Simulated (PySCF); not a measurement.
| atom | x (Å) | y (Å) | z (Å) |
| --- | --- | --- | --- |
| C | 3.0466 | 0.4214 | -0.4884 |
| C | 1.8252 | -0.0717 | 0.2118 |
| C | 0.7905 | -0.6791 | -0.3552 |
| F | 0.8167 | -0.8809 | -1.7077 |
| Si | -0.7914 | -1.3167 | 0.4684 |
| C | -2.2532 | -0.2740 | -0.1685 |
| C | -2.0739 | 1.2228 | 0.0718 |
| H | 3.1983 | 1.4798 | -0.2784 |
| H | 2.9608 | 0.2797 | -1.5626 |
| H | 3.9242 | -0.1175 | -0.1306 |
| H | 1.7821 | 0.0763 | 1.2805 |
| H | -0.9774 | -2.7222 | 0.0965 |
| H | -0.6132 | -1.1624 | 1.9160 |
| H | -3.1753 | -0.6053 | 0.3124 |
| H | -2.3849 | -0.4470 | -1.2386 |
| H | -1.9563 | 1.4333 | 1.1328 |
| H | -2.9367 | 1.7790 | -0.2921 |
| H | -1.1908 | 1.5907 | -0.4463 |

Geometry: GFN2-xTB.

These are results of CAM-B3LYP/def2-SVPD, SCF density, gas phase (PySCF 2.14.0), not measurements.

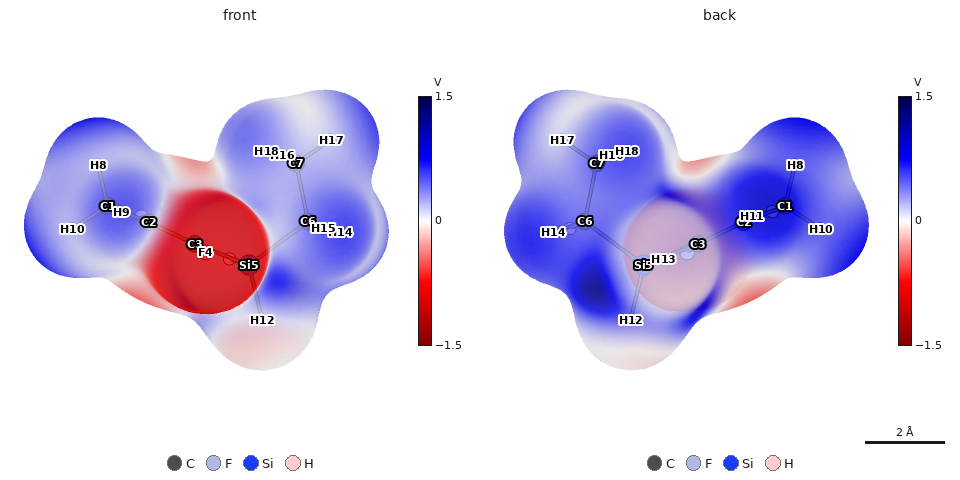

C5H11FSi (SMILES C/C=C(\F)[SiH2]CC). The electrostatic potential painted on the density surface at 0.002 e/bohr³, seen from the front and from behind; the colour scale runs from red (negative) to blue (positive).

Which sites attract a positive test charge, and which a negative one?

A positive charge is drawn to the negative regions and a negative charge to the positive ones. The most negative region (about −1.0 V) lies over F4, the most positive (about +1.1 V) over Si5.

How polar is the molecule by this calculation?

Its dipole moment is 1.47 D.
